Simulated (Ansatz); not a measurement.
## Electronic structure of C2H4AlN (SMILES N#C[CH2][AlH2]) in real space

Input

```
crystal:
  periodic: [false, false, false]
  atoms:
    - {symbol: N, position_ang: [-0.896330, 1.149898, 1.891674]}
    - {symbol: C, position_ang: [-0.113365, 0.891797, 1.082705]}
    - {symbol: C, position_ang: [0.744383, 0.447738, 0.015769]}
    - {symbol: Al, position_ang: [-0.454950, -0.945397, -0.748024]}
    - {symbol: H, position_ang: [1.677889, 0.047588, 0.414747]}
    - {symbol: H, position_ang: [0.955072, 1.266817, -0.673767]}
    - {symbol: H, position_ang: [-1.475597, -0.505099, -1.869453]}
    - {symbol: H, position_ang: [-0.345002, -2.410441, -0.169451]}
basis:
  gaussian: {orbitals: def2-TZVPP}
hamiltonian: {xc: pbe0, dispersion: d4}
output: {orbitals: {seedname: orbitals}}
```

Run with:

```sh
ansatz run in.yaml --threads 2 --pin off --events-out ev --progress --plain --max-ram 4352MiB
```

Geometry: PBE0-D4/def2-TZVP.

All numbers below come from Ansatz, RKS PBE0-D4/def2-TZVPP.

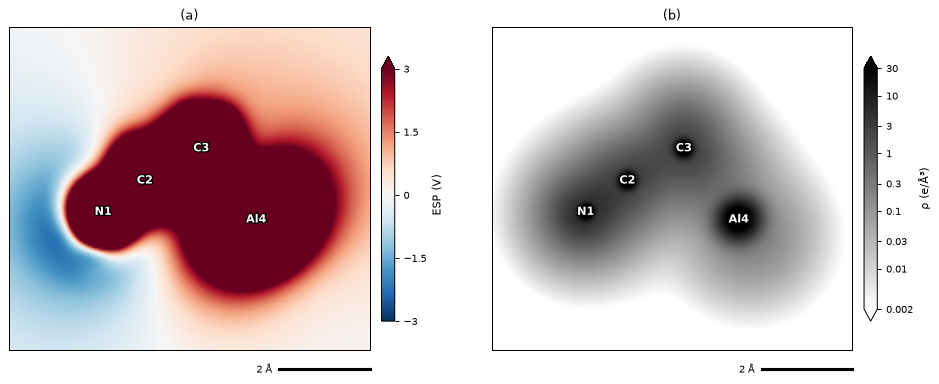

Figure 1. (a) electrostatic potential; (b) electron density on the plane of atoms C2, C3 and Al4.

Q: What do the fields say about this system?

A:
- The plane passes through N, C and Al nuclei.
- C–N (1.16 Å): ρ is about 3.6 e/Å³ halfway.
- C–C (1.44 Å): ρ is about 1.8 e/Å³ halfway.
- C–Al (1.99 Å): ρ at the midpoint is about 0.67 e/Å³.
- Outside the dense part of the molecule the potential is most negative (−2.3 V) near N1.

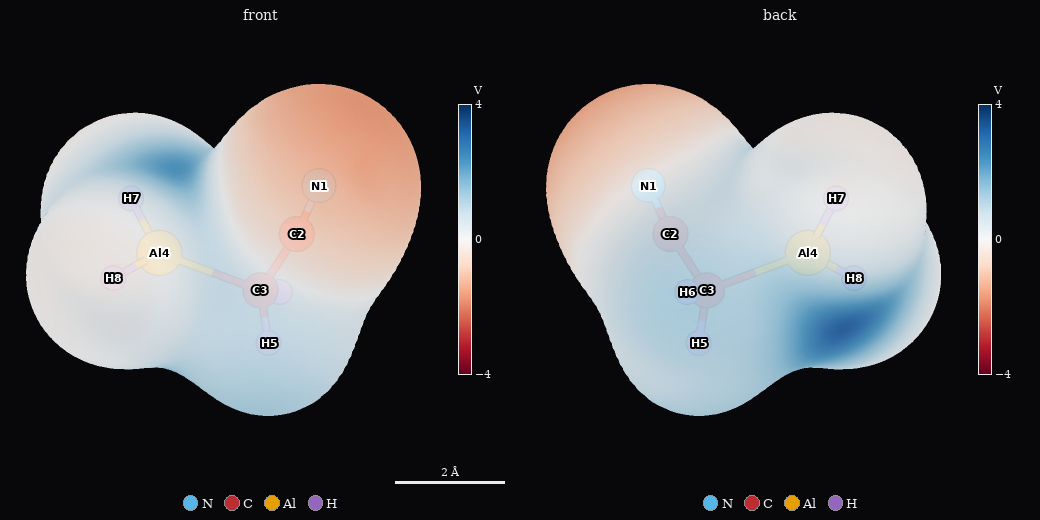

Figure 2. The electrostatic potential painted on the density surface at 0.001 e/bohr³, seen from the front and from behind; the colour scale runs from red (negative) to blue (positive).

Q: Describe the electrostatic potential map.

A: The most negative region (about −1.7 V) lies over N1, the most positive (about +3.1 V) over Al4. N1 is the likeliest acceptor of a hydrogen bond.

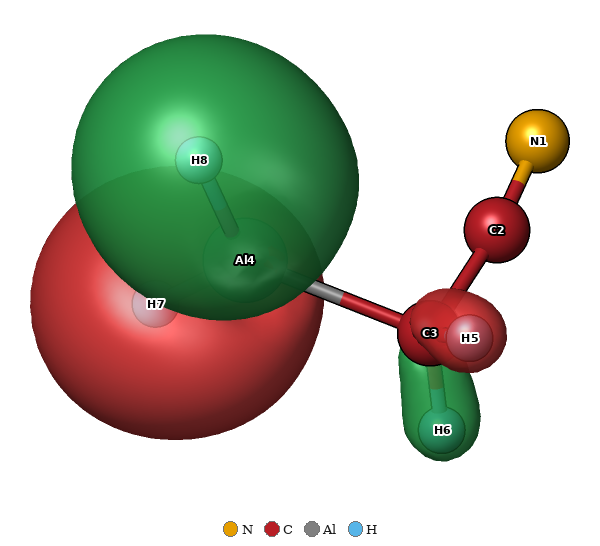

Figure 3. The HOMO−1 at ±0.08 Å⁻³ᐟ² (green and red are the two phases), seen at a tilt.

Q: Describe this orbital and give its energy.

A: It lies mainly on Al4 (about 35 %), H8 (about 30 %) and H7 (about 30 %). Its energy is −8.99 eV.
